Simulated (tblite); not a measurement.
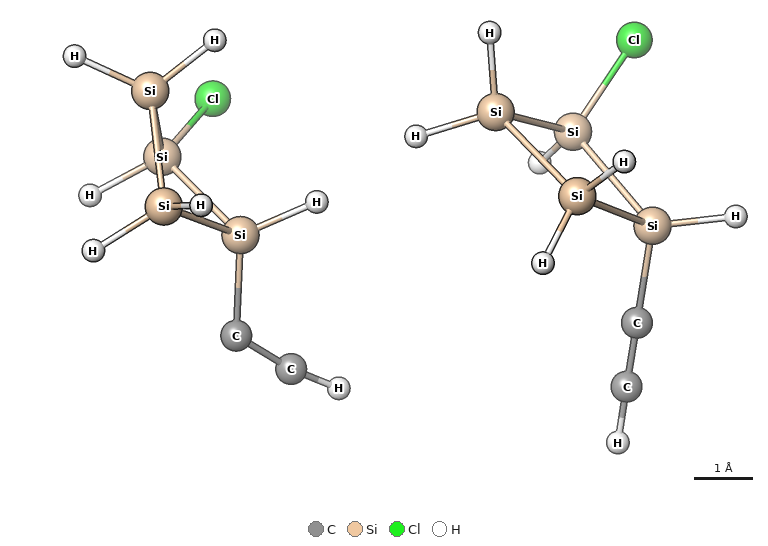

Two geometries of C₂H₇ClSi₄ (charge +1, multiplicity 2), drawn at one scale. One is the start of a relaxation, the other its converged end. The picture is a ball-and-stick view, seen from a free direction.

Level of theory: GFN2-xTB geometry optimisation, gas phase (tblite). 

Q: Which geometry has the lower energy?

A: The right one is the relaxed one. After 153 geometry steps the energy has fallen by 2.230 eV. The largest move after the best rigid fit is that of an H atom, 2.08 Å. Largest moves by element: H 2.08 Å, Cl 1.48 Å, C 0.91 Å, Si 0.78 Å. Near-neighbour distances that change, for instance: Si–Si 3.012 → 3.476 Å, Si–Si 3.071 → 3.466 Å, Si–Si 2.256 → 2.505 Å, Si–Si 2.240 → 2.456 Å. Among the angles between lasting bonds that change: C–C–Si 122.9° → 179.3°, H–Si–H 117.2° → 104.1°, Si–Si–H 108.7° → 121.4°.
